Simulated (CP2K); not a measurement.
# C2H7Al (SMILES [CH3][AlH][CH3]) at PBE/TZV2P-MOLOPT-PBE-GTH (core potential)

Aim: the energy change on altering one bond length of C2H7Al at PBE/TZV2P-MOLOPT-PBE-GTH (core potential), from 2 runs. 

The calculation is run with CP2K 2026.2.

## 1. The system as given

C2H7Al has 10 atoms, charge 0, and is taken as a singlet. SMILES: `[CH3][AlH][CH3]`. Geometry: relaxed at PBE0-D4/def2-TZVP.

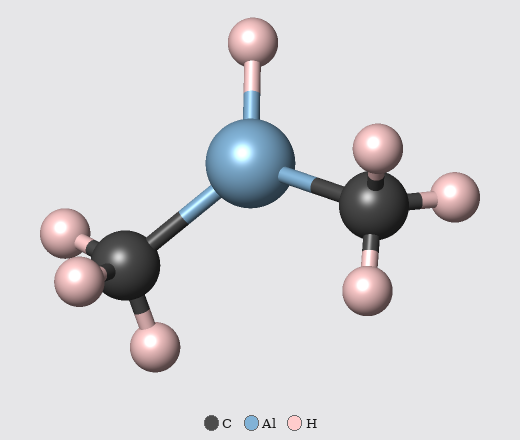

Viewed from a chosen angle; carbon dark grey, aluminium light blue, hydrogen pink.

## 2. A single-point energy at PBE/TZV2P-MOLOPT-PBE-GTH (core potential)

Input file run.inp:

```
&GLOBAL
    PROJECT_NAME run
    RUN_TYPE ENERGY
    PRINT_LEVEL MEDIUM
&END GLOBAL

&FORCE_EVAL
    METHOD Quickstep
    &DFT
        BASIS_SET_FILE_NAME BASIS_MOLOPT_UZH
        POTENTIAL_FILE_NAME POTENTIAL_UZH
        &QS
            METHOD GPW
            EPS_DEFAULT 1.0E-10
        &END QS
        ! plane-wave cutoff in Ry
        &MGRID
            CUTOFF 400
            REL_CUTOFF 50
            NGRIDS 4
        &END MGRID
        ! isolated system
        &POISSON
            PERIODIC NONE
            POISSON_SOLVER WAVELET
        &END POISSON
        ! self-consistent field
        &SCF
            SCF_GUESS ATOMIC
            EPS_SCF 1.0E-06
            MAX_SCF 80
            ADDED_MOS 10
            &DIAGONALIZATION
                ALGORITHM STANDARD
            &END DIAGONALIZATION
            &MIXING
                METHOD PULAY_MIXING
                ALPHA 0.2
                NBUFFER 4
            &END MIXING
        &END SCF
        ! functional
        &XC
            &XC_FUNCTIONAL PBE
            &END XC_FUNCTIONAL
        &END XC
        &PRINT
            &MOMENTS
                PERIODIC F
                REFERENCE COM
                MAX_MOMENT 1
            &END MOMENTS
            &MO ON
                ENERGIES T
                OCCUPATION_NUMBERS T
                NDIGITS 6
                &EACH
                    QS_SCF 0
                &END EACH
                ADD_LAST NUMERIC
            &END MO
            &HIRSHFELD OFF
            &END HIRSHFELD
        &END PRINT
    &END DFT
    ! structure
    &SUBSYS
        &CELL
            ABC 13.8 13.8 13.8
            PERIODIC NONE
        &END CELL
        &COORD
            UNIT bohr
            C     -2.3037651     1.7453510    -1.4802225
            Al     0.9388159     0.0411960    -1.0136491
            C      1.7081234    -1.7933501     2.0970291
            H     -3.8814975     0.4406841    -1.1738979
            H     -2.5265638     2.5860902    -3.3519962
            H     -2.5327999     3.2573209    -0.0823921
            H      3.0343332     0.1489104    -3.1770076
            H      0.1303911    -1.8519316     3.4279632
            H      2.2712618    -3.7433585     1.6899821
            H      3.3189260    -0.9276666     3.0698601
        &END COORD
        &TOPOLOGY
            &CENTER_COORDINATES
            &END CENTER_COORDINATES
        &END TOPOLOGY
        &KIND C
            BASIS_SET TZV2P-MOLOPT-PBE-GTH-q4
            POTENTIAL GTH-PBE-q4
        &END KIND
        &KIND Al
            BASIS_SET TZV2P-MOLOPT-PBE-GTH-q3
            POTENTIAL GTH-PBE-q3
        &END KIND
        &KIND H
            BASIS_SET TZV2P-MOLOPT-PBE-GTH-q1
            POTENTIAL GTH-PBE-q1
        &END KIND
    &END SUBSYS
&END FORCE_EVAL
```

On the command line:

```bash
$ OMP_NUM_THREADS=1 cp2k.psmp -i run.inp -o run.out
```

The program printed:

```text
CP2K| version string:                                       CP2K version 2026.2
[...]
 GLOBAL| Method name                                                        CP2K
[...]
 GLOBAL| Run type                                                         ENERGY
[...]
 DFT| Spin restricted Kohn-Sham (RKS) calculation                            RKS
 DFT| Multiplicity                                                             1
[...]
 DFT| Charge                                                                   0
[...]
 FUNCTIONAL| PBE:
 QS| Method:                                                                 GPW
[...]
 QS| Density cutoff [a.u.]:                                                200.0
[...]
 QS| Relative density cutoff [a.u.]:                                        25.0
[...]
                             - Atoms:                                         10
[...]
                             - Spherical basis functions:                    185
[...]
 Number of electrons:                                                         18
[...]
     1 NoMix/Diag. 0.20E+00    6.5     1.57338160       -16.9269730760 -1.69E+01
[...]
    26 Pulay/Diag. 0.20E+00    6.1     0.00000034       -17.5722780000  1.59E-06
  *** SCF run converged in    26 steps ***
[...]
  Overlap energy of the core charge distribution:               0.00000170191193
  Self energy of the core charge distribution:                -42.14932907797279
  Core Hamiltonian energy:                                     13.01004747992309
  Hartree energy:                                              18.32837570840563
  Exchange-correlation energy:                                 -6.76137381226065
  Total energy:                                               -17.57227799999279
[...]
                     Mulliken Population Analysis
 #  Atom  Element  Kind  Atomic population                           Net charge
       1     C        1          4.145977                             -0.145977
       2     Al       2          2.476382                              0.523618
       3     C        1          4.141317                             -0.141317
       4     H        3          1.017590                             -0.017590
       5     H        3          1.006710                             -0.006710
       6     H        3          1.019543                             -0.019543
       7     H        3          1.143478                             -0.143478
       8     H        3          1.010889                             -0.010889
       9     H        3          1.017650                             -0.017650
      10     H        3          1.020464                             -0.020464
 # Total charge                             18.000000                  0.000000
[...]
  Dipole moment [Debye]
    X= -0.5028110E+00 Y= -0.2512283E-01 Z=  0.5208295E+00  Total=      0.7243711
 ENERGY| Total FORCE_EVAL ( QS ) energy [hartree]            -17.572277999992785
[...]
```

Wall time 2.7 min (1 thread of Arm Neoverse V1, shared host); peak memory 2.8 GiB.

## 3. The distorted shape, same level

Input file qs.inp:

```
&GLOBAL
  PROJECT qs
  RUN_TYPE ENERGY
  PRINT_LEVEL MEDIUM
&END GLOBAL

&FORCE_EVAL
  METHOD QUICKSTEP
  &DFT
    BASIS_SET_FILE_NAME BASIS_MOLOPT_UZH
    POTENTIAL_FILE_NAME POTENTIAL_UZH
    &QS
      METHOD GPW
      EPS_DEFAULT 1.0E-10
    &END QS
    &MGRID
      CUTOFF 400
      REL_CUTOFF 50
      NGRIDS 4
    &END MGRID
    &POISSON
      PERIODIC NONE
      POISSON_SOLVER WAVELET
    &END POISSON
    &SCF
      SCF_GUESS ATOMIC
      EPS_SCF 1.0E-06
      MAX_SCF 80
      ADDED_MOS 10
      &DIAGONALIZATION
        ALGORITHM STANDARD
      &END DIAGONALIZATION
      &MIXING
        METHOD BROYDEN_MIXING
        ALPHA 0.3
        NBUFFER 8
      &END MIXING
    &END SCF
    &XC
      &XC_FUNCTIONAL PBE
      &END XC_FUNCTIONAL
    &END XC
    &PRINT
      &MOMENTS
        PERIODIC F
        REFERENCE COM
        MAX_MOMENT 1
      &END MOMENTS
      &MO ON
        ENERGIES T
        OCCUPATION_NUMBERS T
        NDIGITS 6
        &EACH
          QS_SCF 0
        &END EACH
        ADD_LAST NUMERIC
      &END MO
      &HIRSHFELD OFF
      &END HIRSHFELD
    &END PRINT
  &END DFT
  &SUBSYS
    &CELL
      ABC 13.9 13.9 13.9
      PERIODIC NONE
    &END CELL
    &COORD
      C      5.879750     8.079606     6.146600
      Al     7.595650     7.177806     6.393500
      C      8.002750     6.207006     8.039600
      H      5.044850     7.389206     6.308700
      H      5.761850     8.524506     5.156100
      H      5.758550     8.879706     6.886300
      H      8.704550     7.234806     5.248700
      H      7.167850     6.176006     8.743900
      H      8.345458     5.020294     7.791884
      H      8.855150     6.665106     8.554400
    &END COORD
    &KIND C
      BASIS_SET TZV2P-MOLOPT-PBE-GTH-q4
      POTENTIAL GTH-PBE-q4
    &END KIND
    &KIND Al
      BASIS_SET TZV2P-MOLOPT-PBE-GTH-q3
      POTENTIAL GTH-PBE-q3
    &END KIND
    &KIND H
      BASIS_SET TZV2P-MOLOPT-PBE-GTH-q1
      POTENTIAL GTH-PBE-q1
    &END KIND
  &END SUBSYS
&END FORCE_EVAL
```

On the command line:

```bash
$ OMP_NUM_THREADS=1 cp2k.psmp qs.inp > qs.out
```

The program printed, shortened:

```text
CP2K| version string:                                       CP2K version 2026.2
[...]
 GLOBAL| Method name                                                        CP2K
[...]
 GLOBAL| Run type                                                         ENERGY
[...]
 DFT| Spin restricted Kohn-Sham (RKS) calculation                            RKS
 DFT| Multiplicity                                                             1
[...]
 DFT| Charge                                                                   0
[...]
 FUNCTIONAL| PBE:
 QS| Method:                                                                 GPW
[...]
 QS| Density cutoff [a.u.]:                                                200.0
[...]
 QS| Relative density cutoff [a.u.]:                                        25.0
[...]
                             - Atoms:                                         10
[...]
                             - Spherical basis functions:                    185
[...]
 Number of electrons:                                                         18
[...]
     1 NoMix/Diag. 0.30E+00    6.3     1.57121665       -16.9101515513 -1.69E+01
[...]
    24 Broy./Diag. 0.30E+00    6.3     0.00000095       -17.5616334446  3.19E-07
  *** SCF run converged in    24 steps ***
[...]
  Overlap energy of the core charge distribution:               0.00000142676100
  Self energy of the core charge distribution:                -42.14932907797279
  Core Hamiltonian energy:                                     12.87162851412952
  Hartree energy:                                              18.42837794710495
  Exchange-correlation energy:                                 -6.71231225464538
  Total energy:                                               -17.56163344462270
[...]
                     Mulliken Population Analysis
 #  Atom  Element  Kind  Atomic population                           Net charge
       1     C        1          4.145755                             -0.145755
       2     Al       2          2.475088                              0.524912
       3     C        1          4.130803                             -0.130803
       4     H        3          1.017442                             -0.017442
[...]
  Dipole moment [Debye]
    X= -0.5420484E+00 Y=  0.8116114E-01 Z=  0.5364837E+00  Total=      0.7669540
 ENERGY| Total FORCE_EVAL ( QS ) energy [hartree]            -17.561633444622696
[...]
```

It took 2.6 min on 1 thread of Arm Neoverse V1, shared host; peak memory 3.7 GiB.

## 4. Outcome

At PBE/TZV2P-MOLOPT-PBE-GTH (core potential):

```
                                                         quantity         value
                                        first shape: total energy  -17.57228 Eh
                                       first shape: dipole moment        0.72 D
                                         first shape: HOMO energy      -6.45 eV
                                         first shape: LUMO energy      -1.55 eV
                                       first shape: HOMO–LUMO gap       4.90 eV
                                    distorted shape: total energy  -17.56163 Eh
                                   distorted shape: dipole moment        0.77 D
                                     distorted shape: HOMO energy      -6.46 eV
                                     distorted shape: LUMO energy      -1.56 eV
                                   distorted shape: HOMO–LUMO gap       4.90 eV
energy change with the C3–H9 bond stretched from 1.095 to 1.260 Å      0.290 eV
```

**Reading.** With the C3–H9 bond stretched from 1.095 to 1.260 Å the energy rises by 0.29 eV (27.9 kJ/mol). The first shape isn't relaxed at this level, so the change isn't measured from a minimum.
